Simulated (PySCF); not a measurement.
BClH8OSi3 (SMILES [SiH3]B([SiH3])O[SiH2]Cl)

The calculation's input:

```
{"job": {"kind": "nmr", "xc": "PBE0", "basis": "pcSseg-1"}, "charge": 0, "multiplicity": 1}
Si     2.042417    -1.020090     0.809268
B      0.343425    -0.417513    -0.158845
Si     0.044894     1.600585    -0.367250
O     -0.493144    -1.380918    -0.612394
Si    -1.888350    -1.539853    -1.517515
Cl    -1.379119    -2.457364    -3.280326
H      2.146294    -2.508456     0.933261
H      2.093994    -0.421263     2.183191
H      3.247632    -0.517036     0.071683
H      1.199430     2.172648    -1.132992
H     -1.220304     2.028817    -1.045560
H      0.070478     2.220931     0.997101
H     -2.469746    -0.208832    -1.820846
H     -2.802727    -2.419659    -0.754945
```

Run with:

```sh
OMP_NUM_THREADS=1 python cluster_run.py task.json out
```

Geometry: PBE0-D3(BJ)/def2-SVP.

Computed with PBE0/pcSseg-1, SCF density, gas phase, non-relativistic in PySCF 2.14.0.

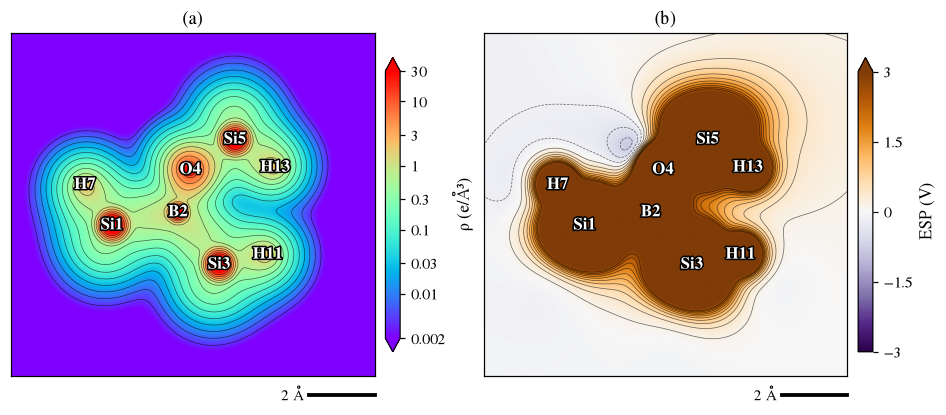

Figure 1. (a) electron density; (b) molecular electrostatic potential on the plane of atoms Si3, B2 and O4.

**What does the map show?**

- Atoms in the plane: Si, B, O and H.
- B–O (1.35 Å): the density is about 2.1 e/Å³ at the midpoint.
- Si–O (1.67 Å): ρ at the midpoint is about 1.1 e/Å³.
- Si–B (2.05 Å): the density is about 0.77 e/Å³ at the midpoint.
- Si–H (1.50 Å): ρ is about 0.76 e/Å³ halfway.
- Outside the dense part of the molecule the potential is most negative (−0.8 V) near O4.

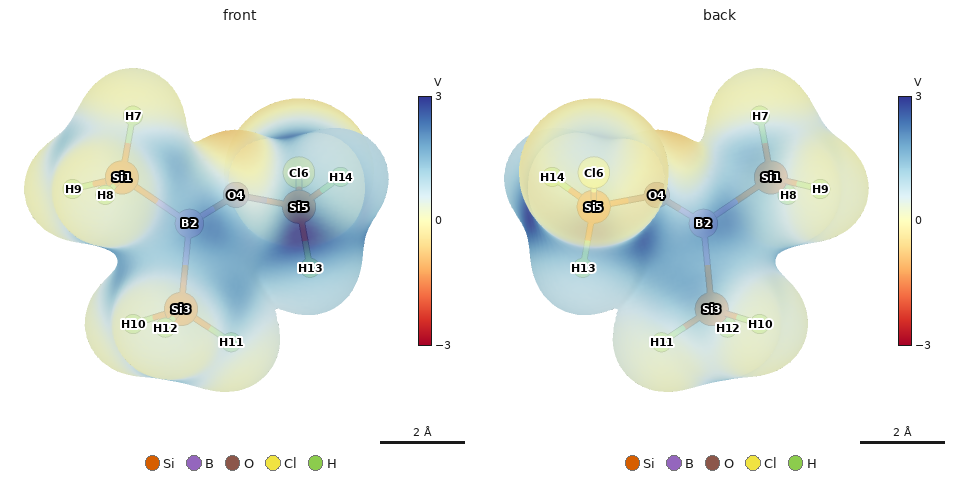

Figure 2. The electrostatic potential painted on the density surface at 0.004 e/bohr³, seen from the front and from behind; the colour scale runs from red (negative) to blue (positive).

**Describe the electrostatic potential map.**

The most negative region (about −0.6 V) lies over O4, the most positive (about +2.8 V) over Si5. Cl6 shows a σ-hole: about +0.5 V at the tip opposite its bond, against about −0.1 V on its flanks.

**How polar is the molecule by this calculation?**

Its dipole moment is 1.79 D.
